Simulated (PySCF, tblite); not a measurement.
# C₅H₁₂N₂Si₂: geometry, infrared bands and NMR shifts

Aim: predict the infrared bands and NMR shifts of C₅H₁₂N₂Si₂ (`CC[Si@@H]1NC[SiH2][C@@H]1C#N`).

The runs use tblite 0.8.0 and PySCF 2.14.0, with density-fitted response routines of our own; the level of theory stands in each step. All values are computed, except where a source is named. Atoms count from 0, in the outputs and in this text.

## (1) Starting geometry

21 atoms, charge 0, multiplicity 1; geometry from: force field or distance geometry start.

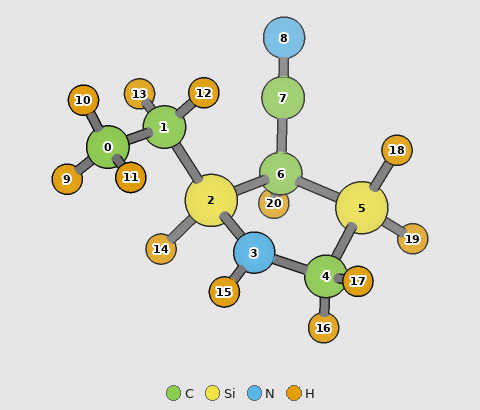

The starting geometry (carbon green, silicon yellow, nitrogen blue, hydrogen amber), atoms numbered.

## (2) Optimising the geometry with GFN2-xTB

The job: settings as JSON, then the geometry in Å.

```
{"job": {"kind": "relax", "xc": "GFN2-xTB", "basis": "xTB"}, "charge": 0, "multiplicity": 1}
C      2.978100     0.291000    -0.388100
C      1.778700    -0.615400    -0.113200
Si     0.134700    -0.011300    -0.695800
N     -0.273700     1.498300     0.038000
C     -1.651700     1.682900     0.512000
Si    -2.283200    -0.065600     0.873500
C     -1.322200    -1.159700    -0.339800
C     -0.929600    -2.445300     0.232500
N     -0.623400    -3.488900     0.652600
H      3.087800     0.467100    -1.457400
H      3.889800    -0.162200    -0.014600
H      2.848800     1.263800     0.104000
H      1.726200    -0.794200     0.987400
H      1.987200    -1.593800    -0.570000
H      0.162400     0.287800    -2.147800
H      0.053300     2.293600    -0.477500
H     -2.257800     2.135500    -0.285900
H     -1.687600     2.322300     1.388400
H     -1.968500    -0.430000     2.289600
H     -3.739300    -0.169000     0.654100
H     -1.919000    -1.290000    -1.242400
```

The run is started by

```console
$ OMP_NUM_THREADS=1 python probes_run.py task.json out
```

One launch serves the whole session: the jobs run in the order shown.

The program printed:

```text
step      E/eV     max force
  0    -709.78166    2.539
  1    -709.84875    5.229
  2    -709.91346    2.003
  3    -709.96840    0.637
  4    -709.99034    0.417
  5    -710.03004    0.930
  6    -710.04615    0.643
  7    -710.06193    0.383
  8    -710.07510    0.518
  9    -710.08696    0.515
 10    -710.09447    0.275
 11    -710.09982    0.192
 12    -710.10404    0.333
 13    -710.10794    0.328
 14    -710.11137    0.166
 15    -710.11390    0.125
 16    -710.11550    0.145
 17    -710.11653    0.114
 18    -710.11725    0.084
 19    -710.11781    0.066
 20    -710.11828    0.081
 21    -710.11865    0.069
 22    -710.11896    0.039
 23    -710.11925    0.060
 24    -710.11954    0.049
 25    -710.11982    0.059
 26    -710.12004    0.044
 27    -710.12020    0.027
 28    -710.12034    0.029
 29    -710.12048    0.039
 30    -710.12063    0.043
 31    -710.12077    0.033
 32    -710.12089    0.026
 33    -710.12098    0.023
 34    -710.12106    0.025
 35    -710.12115    0.027
 36    -710.12126    0.027
 37    -710.12137    0.024
 38    -710.12149    0.026
 39    -710.12161    0.020
 40    -710.12170    0.019
 41    -710.12178    0.017
 42    -710.12185    0.020
 43    -710.12193    0.020
 44    -710.12201    0.019
 45    -710.12207    0.017
 46    -710.12212    0.016
 47    -710.12217    0.021
 48    -710.12225    0.021
 49    -710.12232    0.021
 50    -710.12236    0.013
 51    -710.12239    0.012
 52    -710.12242    0.014
 53    -710.12247    0.020
 54    -710.12252    0.020
 55    -710.12257    0.013
 56    -710.12260    0.013
 57    -710.12263    0.014
 58    -710.12268    0.020
 59    -710.12275    0.022
 60    -710.12283    0.018
 61    -710.12289    0.018
 62    -710.12294    0.020
 63    -710.12301    0.022
 64    -710.12307    0.023
 65    -710.12313    0.017
 66    -710.12316    0.012
 67    -710.12319    0.013
 68    -710.12322    0.014
 69    -710.12324    0.013
 70    -710.12327    0.011
 71    -710.12330    0.012
 72    -710.12332    0.011
 73    -710.12336    0.015
 74    -710.12340    0.016
 75    -710.12344    0.015
 76    -710.12347    0.014
 77    -710.12350    0.014
 78    -710.12355    0.015
 79    -710.12360    0.020
 80    -710.12366    0.019
 81    -710.12371    0.015
 82    -710.12375    0.016
 83    -710.12380    0.023
 84    -710.12386    0.026
 85    -710.12394    0.027
 86    -710.12402    0.022
 87    -710.12408    0.014
 88    -710.12415    0.017
 89    -710.12424    0.025
 90    -710.12435    0.033
 91    -710.12446    0.029
 92    -710.12456    0.024
 93    -710.12466    0.024
 94    -710.12479    0.027
 95    -710.12490    0.027
 96    -710.12497    0.018
 97    -710.12501    0.017
 98    -710.12505    0.018
 99    -710.12513    0.024
100    -710.12521    0.027
101    -710.12529    0.022
102    -710.12536    0.021
103    -710.12544    0.024
104    -710.12552    0.027
105    -710.12558    0.046
106    -710.12562    0.021
107    -710.12566    0.019
108    -710.12571    0.019
109    -710.12575    0.021
110    -710.12581    0.017
111    -710.12586    0.013
112    -710.12589    0.011
113    -710.12592    0.013
114    -710.12594    0.014
115    -710.12597    0.013
116    -710.12601    0.013
117    -710.12605    0.013
118    -710.12610    0.017
119    -710.12616    0.019
120    -710.12623    0.020
121    -710.12632    0.021
122    -710.12640    0.027
123    -710.12649    0.030
124    -710.12658    0.030
125    -710.12670    0.028
126    -710.12677    0.019
127    -710.12681    0.013
128    -710.12685    0.013
129    -710.12688    0.009
```

Wall time 2.2 s (1 thread of Arm Neoverse N1, shared host).

Step by step: (not every step is listed)

```csv
step,energy from step 0 (eV),largest force (eV/Å)
0,0.0000,2.5388
1,-0.0671,5.2287
2,-0.1318,2.0028
3,-0.1867,0.6369
4,-0.2087,0.4173
5,-0.2484,0.9302
6,-0.2645,0.6427
7,-0.2803,0.3831
8,-0.2934,0.5179
19,-0.3361,0.0662
30,-0.3390,0.0434
41,-0.3401,0.0169
52,-0.3408,0.0145
63,-0.3414,0.0224
74,-0.3417,0.0164
85,-0.3423,0.0272
96,-0.3433,0.0177
107,-0.3440,0.0188
118,-0.3444,0.0171
124,-0.3449,0.0302
125,-0.3450,0.0276
126,-0.3451,0.0194
127,-0.3451,0.0132
128,-0.3452,0.0131
129,-0.3452,0.0092
```

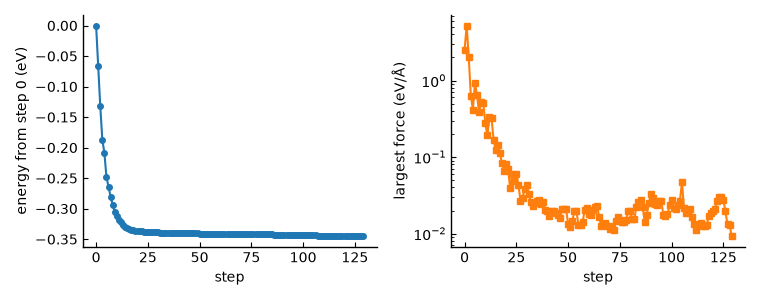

Energy and force, step by step.

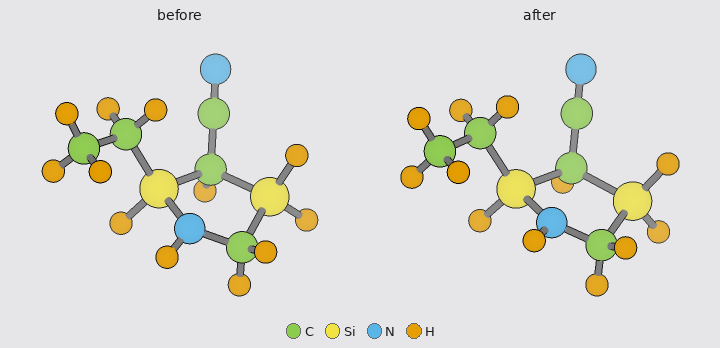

Before and after, at one scale.

Close pairs (by a distance rule), those that changed most:

```csv
bond,before (Å),after (Å),change (Å)
C1–Si2,1.846,1.893,+0.047
C6–C7,1.461,1.417,-0.044
Si2–C6,1.889,1.927,+0.038
Si5–H18,1.496,1.462,-0.033
C1–H12,1.116,1.091,-0.025
C7–N8,1.166,1.147,-0.019
C4–Si5,1.894,1.912,+0.018
N3–C4,1.469,1.452,-0.017
```

The next job starts from the end point, and lists it.

## (3) Infrared spectrum with GFN2-xTB

The job: settings as JSON, then the geometry in Å.

```
{"job": {"kind": "ir", "xc": "GFN2-xTB", "basis": "xTB"}, "charge": 0, "multiplicity": 1}
C      2.982266     0.330440    -0.499654
C      1.858696    -0.655090    -0.205612
Si     0.161770    -0.008790    -0.739644
N     -0.267307     1.386108     0.162390
C     -1.649448     1.633766     0.532403
Si    -2.486791    -0.065160     0.790568
C     -1.316387    -1.149323    -0.263260
C     -0.894734    -2.310632     0.430541
N     -0.536454    -3.237988     1.001989
H      3.011405     0.571572    -1.559759
H      3.948362    -0.085067    -0.219257
H      2.836543     1.254545     0.054359
H      1.856939    -0.893977     0.858706
H      2.062375    -1.590047    -0.727693
H      0.110269     0.149755    -2.211677
H      0.291006     2.223807     0.113444
H     -2.168386     2.215573    -0.239696
H     -1.673262     2.235251     1.443770
H     -2.465712    -0.448404     2.201785
H     -3.849683    -0.064552     0.249523
H     -1.820389    -1.474844    -1.173698
```

The program printed:

```text
mode    cm-1     km/mol
  1      15.1      0.88
  2      40.0      0.19
  3      75.5      2.12
  4     115.4      0.37
  5     132.9      3.42
  6     166.9      5.18
  7     206.6      4.78
  8     231.0      1.16
  9     262.5      3.82
 10     318.4      2.40
 11     392.1     13.88
 12     441.9      9.94
 13     469.3      5.52
 14     492.4     69.02
 15     502.3     80.02
 16     538.5      5.07
 17     611.4     32.70
 18     635.1      7.81
 19     660.5    133.46
 20     677.3     42.29
 21     728.8     62.95
 22     744.9    103.36
 23     748.2    209.43
 24     760.4    198.82
 25     787.1    102.05
 26     806.2    204.28
 27     849.1    117.12
 28     981.7     10.77
 29    1011.9     76.03
 30    1023.0      9.14
 31    1061.3     30.60
 32    1081.1     15.55
 33    1135.1     42.67
 34    1166.0      6.55
 35    1176.0    108.73
 36    1193.7     44.00
 37    1239.0      3.96
 38    1298.0      8.15
 39    1347.8     46.21
 40    1417.1      0.62
 41    1476.7      1.87
 42    1490.7      2.59
 43    1512.7      0.99
 44    1514.7      3.66
 45    2114.4    356.49
 46    2244.4    379.77
 47    2281.4    254.97
 48    2383.0    391.51
 49    2871.7     71.95
 50    2953.4     43.26
 51    2961.7     23.53
 52    2978.9     30.93
 53    2995.9     22.86
 54    3019.0     47.01
 55    3029.8     61.63
 56    3037.4     31.10
 57    3450.4      6.57
```

Run time: 1.9 s. Hardware: 1 thread of Arm Neoverse N1, shared host.

The strongest bands and the atoms that carry them (share of the mass-weighted mode):

```csv
cm⁻¹,km/mol,atoms
660,133.5,"H18 22 %, H19 21 %, H14 18 %, C4 17 %"
748,209.4,"C4 23 %, Si5 21 %"
760,198.8,"H18 45 %, H19 42 %"
806,204.3,"C6 39 %, Si2 15 %"
2114,356.5,H14 97 %
2244,379.8,H19 96 %
2281,255.0,H18 96 %
2383,391.5,"C7 60 %, N8 38 %"
```

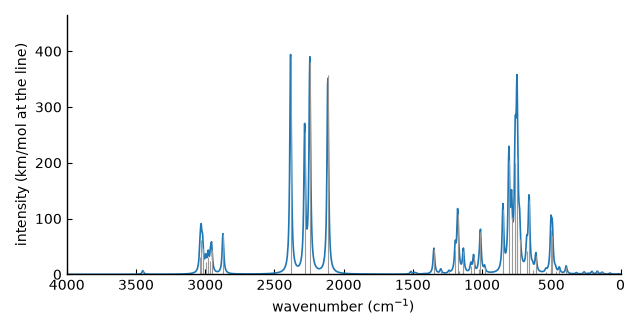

The infrared spectrum from these modes, unscaled. Lines are broadened to a width of 14 cm⁻¹ (Lorentzian).

## (4) Shielding tensors: PBE0/pcSseg-1

Same as in step 3 but for these lines:

```diff
@@ -1,2 +1,2 @@
-{"job": {"kind": "ir", "xc": "GFN2-xTB", "basis": "xTB"}, "charge": 0, "multiplicity": 1}
+{"job": {"kind": "nmr", "xc": "PBE0", "basis": "pcSseg-1"}, "charge": 0, "multiplicity": 1}
 C      2.982266     0.330440    -0.499654
```

Method: GIAO PBE0/pcSseg-1 NMR shielding, non-relativistic, gas phase.

The program printed:

```text
coarse grid: 18248 points
cycle   1  E = -885.4531812017  dE =  1.008e+00  |g| = 6.294e-01  |ddm| = 4.220e+00
cycle   2  E = -885.2978623204  dE =  1.553e-01  |g| = 1.052e+00  |ddm| = 1.599e+00
cycle   3  E = -885.5395728653  dE = -2.417e-01  |g| = 2.300e-01  |ddm| = 1.074e+00
cycle   4  E = -885.5507888316  dE = -1.122e-02  |g| = 5.765e-02  |ddm| = 2.011e-01
cycle   5  E = -885.5514580558  dE = -6.692e-04  |g| = 1.972e-02  |ddm| = 7.100e-02
cycle   6  E = -885.5515430978  dE = -8.504e-05  |g| = 4.369e-03  |ddm| = 2.264e-02
cycle   7  E = -885.5515471641  dE = -4.066e-06  |g| = 9.335e-04  |ddm| = 4.255e-03
final grid: 166344 points
cycle   8  E = -885.5998667127  dE = -3.385e-05  |g| = 8.816e-03  |ddm| = 2.778e-02
cycle   9  E = -885.5998571380  dE =  9.575e-06  |g| = 1.082e-02  |ddm| = 1.785e-02
cycle  10  E = -885.5998861657  dE = -2.903e-05  |g| = 9.482e-04  |ddm| = 1.024e-02
cycle  11  E = -885.5998863268  dE = -1.611e-07  |g| = 3.945e-04  |ddm| = 1.195e-03
cycle  12  E = -885.5998863533  dE = -2.656e-08  |g| = 1.678e-04  |ddm| = 3.616e-04
cycle  13  E = -885.5998863591  dE = -5.748e-09  |g| = 4.953e-05  |ddm| = 1.523e-04
cycle  14  E = -885.5998863596  dE = -5.057e-10  |g| = 9.097e-06  |ddm| = 4.690e-05
converged SCF energy = -885.5998863596

GIAO shielding tensors (ppm)
atom      isotropic    diamagn.    paramagn.     s11        s22        s33       span
  0 C      178.362     246.610     -68.247    172.714    174.071    188.303     15.588
  1 C      174.867     256.718     -81.851    169.556    176.306    178.739      9.183
  2 Si     348.650     883.295    -534.646    294.289    352.280    399.379    105.090
  3 N      240.381     325.755     -85.374    203.221    226.985    290.938     87.718
  4 C      156.621     245.976     -89.355    133.796    141.654    194.414     60.619
  5 Si     374.369     879.322    -504.953    326.155    376.043    420.909     94.755
  6 C      195.527     262.830     -67.303    186.374    190.794    209.413     23.039
  7 C       62.714     258.952    -196.238    -55.411    -47.912    291.465    346.876
  8 N      -18.637     341.565    -360.201   -193.503   -165.619    303.212    496.715
  9 H       30.698      29.551       1.146     26.140     28.712     37.241     11.101
 10 H       30.120      27.816       2.303     24.716     27.398     38.245     13.529
 11 H       30.829      31.128      -0.299     25.342     30.636     36.509     11.167
 12 H       30.566      35.163      -4.597     25.593     30.451     35.653     10.060
 13 H       30.899      33.117      -2.218     25.017     30.637     37.043     12.026
 14 H       26.613      31.389      -4.775     23.593     23.865     32.383      8.791
 15 H       31.281      34.467      -3.186     20.195     30.793     42.855     22.660
 16 H       28.962      28.374       0.588     22.962     26.802     37.122     14.160
 17 H       28.670      28.585       0.085     23.569     26.538     35.902     12.332
 18 H       27.187      28.468      -1.281     23.755     25.110     32.696      8.942
 19 H       27.106      27.832      -0.726     23.481     24.635     33.201      9.720
 20 H       30.337      30.532      -0.196     25.462     27.246     38.302     12.841
```

Wall time 95 s (1 thread of Arm Neoverse N1, shared host); peak memory 1 GiB.

Shifts follow as δ = σ(reference) − σ, with reference shieldings (ppm) from runs at the same level and on the same kind of geometry: ¹H TMS 31.72, ¹³C TMS 186.9, ²⁹Si TMS 349.2, ¹⁵N NH3 267.7. The references are single molecules in the gas phase, so shifts against H2O, NH3, PH3, H3PO4 or CFCl3 are not on the usual liquid scales and can be off by tens of ppm. Atoms listed in one row are averaged.

```csv
atoms,environment,σ (ppm),δ (ppm),δ scaled to CDCl3
C7,nitrile carbon,62.7,124.2,119.3
C4,sp3 CH2 bonded to N and Si,156.6,30.3,27.7
C1,sp3 CH2 bonded to Si,174.9,12.1,9.9
C0,methyl carbon,178.4,8.6,6.4
C6,"sp3 CH bonded to 2 Si, α to a nitrile",195.5,-8.6,-10.3
H14,"hydrogen on a silicon bonded to 2 C, N, in a 5-membered ring",26.61,5.10,–
H19,"hydrogen on a silicon bonded to 2 C, in a 5-membered ring",27.11,4.61,–
H18,"hydrogen on a silicon bonded to 2 C, in a 5-membered ring",27.19,4.53,–
H17,hydrogen on an sp3 CH2 bonded to N and Si,28.67,3.05,2.98
H16,hydrogen on an sp3 CH2 bonded to N and Si,28.96,2.75,2.70
H20,"hydrogen on an sp3 CH bonded to 2 Si, α to a nitrile",30.34,1.38,1.41
"H9, H10, H11",hydrogen on a methyl carbon,30.55,1.17,1.21
H12,hydrogen on an sp3 CH2 bonded to Si,30.57,1.15,1.19
H13,hydrogen on an sp3 CH2 bonded to Si,30.90,0.82,0.88
H15,"hydrogen on a nitrogen bonded to C, Si, in a 5-membered ring",31.28,0.44,–
Si2,"silicon bonded to 2 C, N, H, in a 5-membered ring",348.6,0.5,–
Si5,"silicon bonded to 2 C, 2 H, in a 5-membered ring",374.4,-25.2,–
N8,nitrile nitrogen,-18.6,286.4,–
N3,"nitrogen bonded to C, Si, H, in a 5-membered ring",240.4,27.3,–
```

The scaled column applies a straight-line fit of computed shieldings to shifts measured in CDCl3 (root-mean-square error 0.16 ppm for H, 1.9 ppm for C).

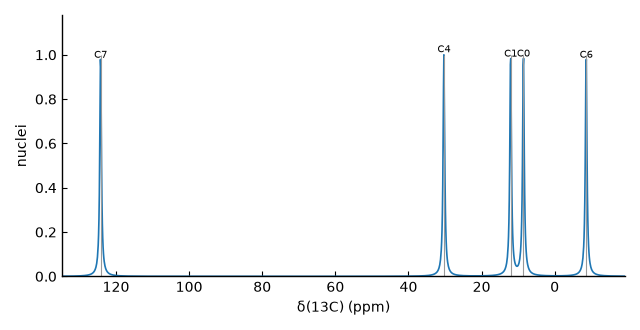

¹³C lines at the computed shifts, without couplings. Lines are broadened to a width of 0.53 ppm (Lorentzian).

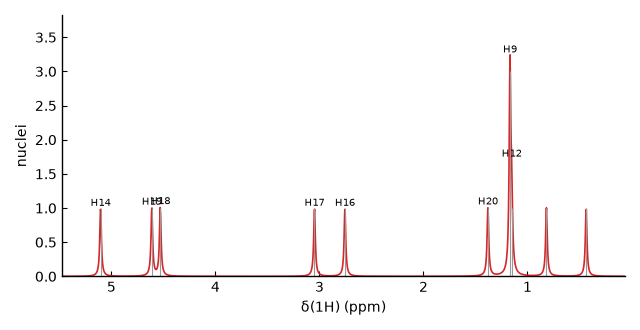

¹H lines at the computed shifts, without couplings. Lines are broadened to a width of 0.02 ppm (Lorentzian).

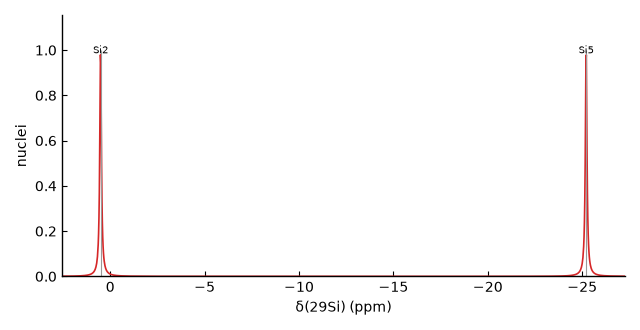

²⁹Si lines at the computed shifts, without couplings. Lines are broadened to a width of 0.10 ppm (Lorentzian).

Charges from the same density, by scheme (e):

```csv
atoms,Mulliken,IAO,Hirshfeld,ESP fit
C0,-0.29,-0.41,-0.11,-0.25
C1,-0.58,-0.55,-0.16,-0.16
Si2,1.03,1.05,0.40,0.52
N3,-0.68,-0.68,-0.24,-0.66
C4,-0.30,-0.42,-0.11,-0.18
Si5,0.72,0.79,0.37,0.46
C6,-0.87,-0.70,-0.18,-0.23
C7,0.11,0.14,0.07,0.29
N8,-0.26,-0.29,-0.26,-0.50
```

Mulliken charges:

C0 -0.29; C1 -0.58; Si2 1.03; N3 -0.68; C4 -0.30; Si5 0.72; C6 -0.87; C7 0.11; N8 -0.26; H9 0.12; H10 0.13; H11 0.11; H12 0.16; H13 0.15; H14 -0.10; H15 0.20; H16 0.13; H17 0.14; H18 -0.04; H19 -0.07; H20 0.21

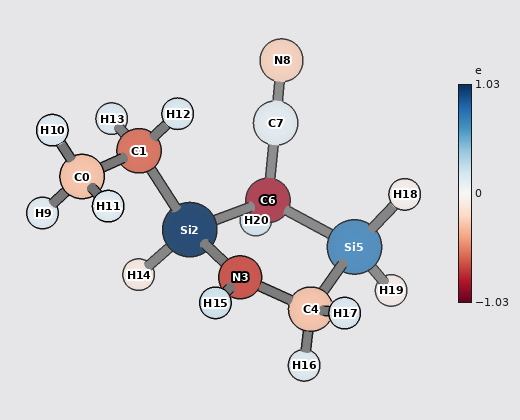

Mulliken charges, as colours on the atoms.

Mayer bond orders: C0–C1 1.06, C1–Si2 0.94, Si2–N3 1.01, N3–C4 0.95, C4–Si5 0.91, Si5–C6 0.81, C6–C7 1.05, C7–N8 3.04, C6–Si2 0.76.

Ring of atoms Si2, N3, C4, Si5, C6: NICS(0) -5.2, NICS(1) -2.9, NICS(1)zz -1.2 ppm (means of both faces).

## (5) Outcome

| quantity | value |
| --- | --- |
| strongest single infrared mode (GFN2-xTB) | 2383 cm⁻¹, 392 km/mol |
| zero-point energy (GFN2-xTB) | 99.9 kcal/mol |
| ¹³C shifts against TMS (PBE0/pcSseg-1) | 124.2, 30.3, 12.1, 8.6, -8.6 ppm |
| ¹H shifts against TMS (PBE0/pcSseg-1, means over atoms taken as alike) | 5.10, 4.61, 4.53, 3.05, 2.75, 1.38, 1.17, 1.15, 0.82, 0.44 ppm |
| ²⁹Si shifts against TMS (PBE0/pcSseg-1) | 0.5, -25.2 ppm |
| ¹⁵N shifts against NH3 (PBE0/pcSseg-1) | 286.4, 27.3 ppm |

In words: Over 129 steps the energy fell by 0.345 eV; of the close pairs, C1–Si2 changed most, 1.846 to 1.893 Å. All 57 modes are real, so the xTB geometry is a minimum. The strongest single mode, at 2383 cm⁻¹, moves mainly C7 and N8. Unscaled tight-binding wavenumbers are off by several per cent, some by more. Its intensities can rank the bands wrongly. The most deshielded carbon is C7 (nitrile carbon), at 124.2 ppm: typical of a nitrile. At PBE0/pcSseg-1: Shielding is most anisotropic at N8 (span 497 ppm, paramagnetic term -360 ppm).
